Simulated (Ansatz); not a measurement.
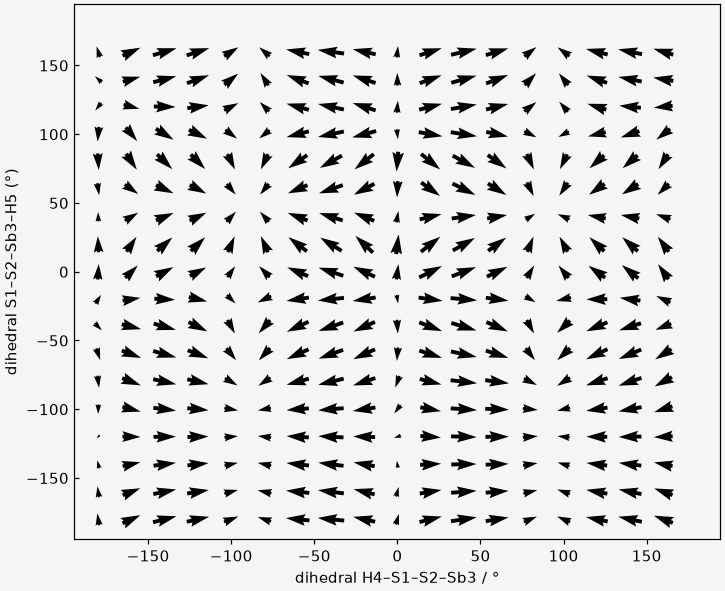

H3S2Sb, SMILES S[S][SbH2]. 
- The first coordinate is: dihedral H4–S1–S2–Sb3; the second: dihedral S1–S2–Sb3–H5.
- Nothing is relaxed (all other coordinates rigid).
- The scan uses an 18 × 18 grid.
- Points are written as (first, second).
- Level of theory: RHF/def2-TZVP in Ansatz 0.2.0.

In the figure: arrows along the force (downhill), their lengths compressed.

### The arrows alone are given. Where are the wells?

The arrows converge at about (90°, −110°); about (−90°, −110°) (0.0032 eV up); about (90°, 45°) (0.019 eV up); about (−90°, 50°) (0.027 eV up) (read from the interpolated surface).

The energy map of the same scan:

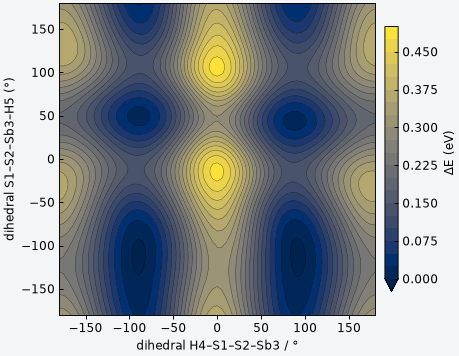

Energies are in eV, from the lowest grid point; between grid points the surface is interpolated.
